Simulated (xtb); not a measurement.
**Geometry relaxation of CH6O2Si (part 1 of 5)**

CH6O2Si, computed with GFN1-xTB, ALPB solvent methanol (xtb 6.7.1).

The geometry comes from this level: GFN2-xTB.

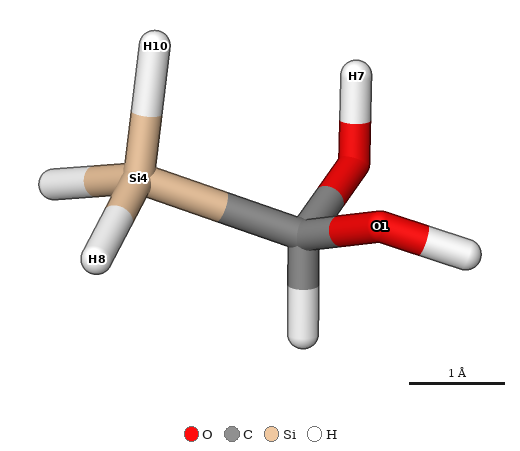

*The starting structure (stick view, seen at a tilt; atoms are numbered from 1 in the order of the input).*

Bond lengths as drawn: C–H 1.10 Å, C–O 1.41 Å, C–Si 1.92 Å, H–O 0.96 to 0.97 Å and H–Si 1.46 to 1.47 Å.

Input (input.xyz)
```
10

O     -0.743470     0.070660    -1.397830
C     -0.392400     0.520670    -0.111780
O      0.549000     1.567270    -0.176430
Si     0.268760    -1.031110     0.803500
H     -1.092380     0.804430    -1.919830
H     -1.260910     0.974640     0.384970
H      1.352200     1.233620    -0.593070
H     -0.785840    -2.038460     0.807770
H      0.661690    -0.620310     2.151890
H      1.443320    -1.481410     0.050810
```

Machine: 1 thread of Intel Xeon (Granite Rapids), 64 GiB of memory available, shared host.

Command:
```bash
xtb input.xyz --uhf 0 --ohess --gfn 1 --alpb methanol | tee input.out
```

The program's output
```
* xtb version 6.7.1
   ID    Z sym.   atoms
    1    8 O      1, 3
    2    6 C      2
    3   14 Si     4
    4    1 H      5-10

           -------------------------------------------------
          |                Calculation Setup                |
           -------------------------------------------------

          program call               : xtb input.xyz --uhf 0 --ohess --gfn 1 --alpb methanol
          coordinate file            : input.xyz
          omp threads                :                     1

           -------------------------------------------------
          |                 G F N 1 - x T B                 |
           -------------------------------------------------

      * Hamiltonian:
        H0-scaling (s, p, d)           1.850000    2.250000    2.000000
        zeta-weighting                 0.000000
      * Dispersion:
        s8                             2.400000
        a1                             0.630000
        a2                             5.000000
        s9                             0.000000
      * Repulsion:
        kExp                           1.500000
        rExp                           1.000000
      * Coulomb:
        alpha                          2.000000
        third order                    atomic
        anisotropic                    false
      * Halogen bond correction:
        rad-scale                      1.300000
        damping                        0.440000

      * Solvation model:               ALPB
        Solvent                        methanol
        Parameter file                 internal GFN1-xTB/ALPB
        Dielectric constant                3.2700E+01
        Reference state                gsolv [1 M gas/solution]
        Free energy shift                  4.3754E-03 Eh       2.7456E+00 kcal/mol
        Temperature                        2.9815E+02 K
        Density                            7.9200E-01 kg/L
        Solvent mass                       3.2040E+01 g/mol
        Interaction kernel             P16
        Born radius scaling (c1)           1.7266E+00
        Born radii integrator          GBOBC
        Born offset                        0.0000E+00 a0       0.0000E+00 AA
        H-bond correction              true
        Ion screening                  false
        Surface tension                    1.0000E-05 Eh       1.5569E+01 dyn/cm
        Grid points                               230 per atom

          ...................................................
          :                      SETUP                      :
          :.................................................:
          :  # basis functions                  34          :
          :  # atomic orbitals                  33          :
          :  # shells                           21          :
          :  # electrons                        26          :
          :  # halogen bonds                     0          :
          :  max. iterations                   250          :
          :  Hamiltonian                  GFN1-xTB          :
          :  restarted?                      false          :
          :  GBSA solvation                   true          :
          :  PC potential                    false          :
          :  electronic temp.          300.0000000     K    :
          :  accuracy                    1.0000000          :
          :  -> integral cutoff          0.2500000E+02      :
          :  -> integral neglect         0.1000000E-07      :
          :  -> SCF convergence          0.1000000E-05 Eh   :
          :  -> wf. convergence          0.2000000E-04 e    :
          :  Broyden damping             0.4000000          :
          :  net charge                          0          :
          :  unpaired electrons                  0          :
          ...................................................

 iter      E             dE          RMSdq      gap      omega  full diag
   1    -16.6714378 -0.166714E+02  0.602E+00    5.78       0.0  T
   2    -16.7069903 -0.355525E-01  0.356E+00    5.90       1.0  T
   3    -16.7073774 -0.387049E-03  0.800E-01    5.59       1.0  T
   4    -16.7083421 -0.964762E-03  0.147E-01    5.80       1.0  T
   5    -16.7083755 -0.333899E-04  0.277E-02    5.79       1.1  T
   6    -16.7083774 -0.187439E-05  0.572E-03    5.78       5.5  T
   7    -16.7083774 -0.303753E-07  0.287E-03    5.79      11.0  T
   8    -16.7083775 -0.502032E-07  0.499E-04    5.78      63.3  T
   9    -16.7083775 -0.113077E-08  0.113E-04    5.78     279.1  T
  10    -16.7083775 -0.746887E-10  0.101E-05    5.78    3121.0  T

   *** convergence criteria satisfied after 10 iterations ***

         #    Occupation            Energy/Eh            Energy/eV
      -------------------------------------------------------------
         1        2.0000           -0.7819563             -21.2781
       ...           ...                  ...                  ...
         7        2.0000           -0.5732410             -15.5987
         8        2.0000           -0.5524184             -15.0321
         9        2.0000           -0.5005605             -13.6209
        10        2.0000           -0.4836901             -13.1619
        11        2.0000           -0.4782358             -13.0135
        12        2.0000           -0.4755688             -12.9409
        13        2.0000           -0.4169553             -11.3459 (HOMO)
        14                         -0.2043776              -5.5614 (LUMO)
        15                         -0.1881555              -5.1200
        16                         -0.1795256              -4.8851
        17                         -0.1232156              -3.3529
        18                         -0.1027351              -2.7956
       ...                                ...                  ...
        33                          1.3752888              37.4235
      -------------------------------------------------------------
                  HL-Gap            0.2125777 Eh            5.7845 eV
             Fermi-level           -0.3106664 Eh           -8.4537 eV

 SCC (total)                   0 d,  0 h,  0 min,  0.005 sec
 SCC setup                      ...        0 min,  0.000 sec (  3.050%)
 Dispersion                     ...        0 min,  0.000 sec (  0.384%)
 classical contributions        ...        0 min,  0.000 sec (  0.131%)
 integral evaluation            ...        0 min,  0.001 sec ( 24.219%)
 iterations                     ...        0 min,  0.001 sec ( 26.950%)
 molecular gradient             ...        0 min,  0.002 sec ( 44.181%)
 printout                       ...        0 min,  0.000 sec (  0.997%)

         :::::::::::::::::::::::::::::::::::::::::::::::::::::
         ::                     SUMMARY                     ::
         :::::::::::::::::::::::::::::::::::::::::::::::::::::
         :: total energy             -16.606994506499 Eh    ::
         :: total w/o Gsasa/hb       -16.601346591362 Eh    ::
         :: gradient norm              0.029346007182 Eh/a0 ::
         :: HOMO-LUMO gap              5.784533542782 eV    ::
         ::.................................................::
         :: SCC energy               -16.708377481140 Eh    ::
         :: -> electrostatic           0.094627393315 Eh    ::
         :: -> Gsolv                  -0.012933082159 Eh    ::
         ::    -> Gelec               -0.007285167022 Eh    ::
         ::    -> Gsasa               -0.002004037598 Eh    ::
         ::    -> Ghb                 -0.008019268912 Eh    ::
         ::    -> Gshift               0.004375391373 Eh    ::
         :: repulsion energy           0.104082291673 Eh    ::
         :: dispersion energy         -0.002699317031 Eh    ::
         :: halogen bond corr.         0.000000000000 Eh    ::
         :: add. restraining           0.000000000000 Eh    ::
         :: total charge               0.000000000000 e     ::
         :::::::::::::::::::::::::::::::::::::::::::::::::::::

      -----------------------------------------------------------
     |                   =====================                   |
     |                        A N C O P T                        |
     |                   =====================                   |
     |               Approximate Normal Coordinate               |
     |                Rational Function Optimizer                |
      -----------------------------------------------------------
      -----------------------------------------------------------
     |                   =====================                   |
     |                        A N C O P T                        |
     |                   =====================                   |
     |               Approximate Normal Coordinate               |
     |                Rational Function Optimizer                |
      -----------------------------------------------------------

          ...................................................
          :                      SETUP                      :
          :.................................................:
          :   optimization level            normal          :
          :   max. optcycles                   200          :
          :   ANC micro-cycles                  20          :
          :   degrees of freedom                24          :
          :.................................................:
          :   RF solver                   davidson          :
          :   write xtbopt.log                true          :
          :   linear?                        false          :
          :   energy convergence         0.5000000E-05 Eh   :
          :   grad. convergence          0.1000000E-02 Eh/α :
          :   maxmium RF displ.          1.0000000          :
          :   Hlow (freq-cutoff)         0.1000000E-01      :
          :   Hmax (freq-cutoff)         5.0000000          :
          :   S6 in model hess.         20.0000000          :
          ...................................................

generating ANC from exact Hessian ...
Using Lindh-Hessian (1995)
 Shifting diagonal of input Hessian by    7.3372221751272261E-003
 Lowest  eigenvalues of input Hessian
    0.000000    0.000000    0.000000    0.000000    0.000000    0.000000
    0.010000    0.014883    0.016214    0.021255    0.024966    0.028326
    0.029735    0.039940    0.044608    0.067861    0.089299    0.105793
 Highest eigenvalues
    0.630211    0.929059    1.087046    1.264028    1.411096    1.559139

........................................................................
.............................. CYCLE    1 ..............................
........................................................................

 iter      E             dE          RMSdq      gap      omega  full diag
   1    -16.7083775 -0.167084E+02  0.662E-07    5.78       0.0  T
   2    -16.7083775  0.284217E-13  0.266E-07    5.78  100000.0  T
   3    -16.7083775 -0.710543E-14  0.119E-07    5.78  100000.0  T
     SCC iter.                  ...        0 min,  0.001 sec
     gradient                   ...        0 min,  0.002 sec
 * total energy  :   -16.6069945 Eh     change       -0.4405365E-12 Eh
   gradient norm :     0.0293459 Eh/α   predicted     0.0000000E+00 (-100.00%)
   displ. norm   :     0.2709859 α      lambda       -0.3892844E-02
   maximum displ.:     0.1392852 α      in ANC's #6, #9, #4, ...

........................................................................
.............................. CYCLE    2 ..............................
........................................................................

 iter      E             dE          RMSdq      gap      omega  full diag
   1    -16.7086543 -0.167087E+02  0.815E-02    5.96       0.0  T
   2    -16.7086745 -0.202472E-04  0.417E-02    5.99       1.0  T
   3    -16.7086756 -0.103160E-05  0.147E-02    5.99       2.1  T
   4    -16.7086757 -0.145867E-06  0.417E-03    5.99       7.6  T
   5    -16.7086757 -0.219767E-07  0.115E-03    5.99      27.6  T
   6    -16.7086757 -0.169615E-08  0.174E-04    5.99     181.3  T
   7    -16.7086757 -0.562430E-10  0.490E-05    5.99     645.4  T
     SCC iter.                  ...        0 min,  0.001 sec
     gradient                   ...        0 min,  0.002 sec
 * total energy  :   -16.6095875 Eh     change       -0.2592998E-02 Eh
   gradient norm :     0.0125292 Eh/α   predicted    -0.2089355E-02 ( -19.42%)
   displ. norm   :     0.3642252 α      lambda       -0.2410975E-02
   maximum displ.:     0.2702099 α      in ANC's #3, #9, #7, ...

........................................................................
.............................. CYCLE    3 ..............................
........................................................................

 iter      E             dE          RMSdq      gap      omega  full diag
   1    -16.7079189 -0.167079E+02  0.119E-01    6.05       0.0  T
   2    -16.7079829 -0.639358E-04  0.556E-02    6.07       1.0  T
   3    -16.7079846 -0.169673E-05  0.223E-02    6.07       1.4  T
   4    -16.7079846 -0.658220E-07  0.463E-03    6.07       6.8  T
   5    -16.7079847 -0.277676E-07  0.140E-03    6.07      22.6  T
   6    -16.7079847 -0.175917E-08  0.263E-04    6.07     120.1  T
   7    -16.7079847 -0.115840E-09  0.421E-05    6.07     751.4  T
   8    -16.7079847 -0.274269E-11  0.704E-06    6.07    4494.4  T
     SCC iter.                  ...        0 min,  0.001 sec
     gradient                   ...        0 min,  0.002 sec
 * total energy  :   -16.6115543 Eh     change       -0.1966780E-02 Eh
   gradient norm :     0.0166081 Eh/α   predicted    -0.1365405E-02 ( -30.58%)
   displ. norm   :     0.6492668 α      lambda       -0.3531546E-02
   maximum displ.:     0.4982225 α      in ANC's #3, #9, #7, ...

........................................................................
.............................. CYCLE    4 ..............................
........................................................................
```
